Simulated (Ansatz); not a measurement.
# Effect of x(Al) = 0.625, 8 atoms, Pmm2 on Mg

Consider Mg in the hcp (Mg type) structure (space group P6_3/mmc, No. 194; a = 3.166 Å, c = 5.188 Å).

The other end (x = 1) is Al in the hcp (Mg type) structure (space group P6_3/mmc, No. 194; a model cell, its experimental status unchecked): 16.32 Å³/atom, gap zero; this end may not be an ambient phase.

One thing is altered: a fraction x = 0.625 of the Mg sites is given to Al, ordered in a cell of 8 atoms (starting symmetry Pmm2) and fully relaxed.

The values are results of PBEsol in Ansatz (plane waves to 420 eV, PAW, no SOC), earlier PAW set, not measurements. k-mesh 16×10×5 (Γ-centred); smearing 0.05 eV (Fermi–Dirac), for the changed cell.

- Volume per atom = 18.22 Å³ (base 22.52 Å³)
- Density = 2.37 g/cm³ (base 1.79 g/cm³)
- Shortest interatomic distance = 2.830 Å (base 3.166 Å)
- Band gap = zero (base zero)
- Mixing energy = +0.01 eV/atom (to 0.01 eV only: unlike meshes or grids) (against an end that may be hypothetical)
- Deviation of the volume from the linear (Vegard-type) interpolation = -2.3 %

Final structure:

```yaml
crystal:
  lattice:
    - [2.95521, 0.00000, 0.00000]
    - [0.00000, 4.82399, 0.00000]
    - [0.00000, 0.00000, 10.22321]
  atoms:
    - { symbol: Al, position: [0.00000, 0.00000, 0.83738] }
    - { symbol: Mg, position: [0.50000, 0.00000, 0.58525] }
    - { symbol: Al, position: [0.00000, 0.00000, 0.32101] }
    - { symbol: Al, position: [0.50000, 0.00000, 0.08496] }
    - { symbol: Mg, position: [0.50000, 0.50000, 0.91918] }
    - { symbol: Al, position: [0.00000, 0.50000, 0.67398] }
    - { symbol: Mg, position: [0.50000, 0.50000, 0.41332] }
    - { symbol: Al, position: [0.00000, 0.50000, 0.16493] }
```

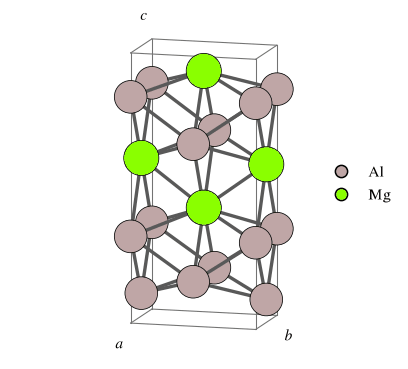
*The relaxed conventional cell after the change*

These are small ordered cells, not random alloys; other orderings at the same x differ. Whether these cells are dynamically stable was not tested. This is not the structure that Al has at room temperature and ambient pressure.

Ansatz is an electronic-structure program.
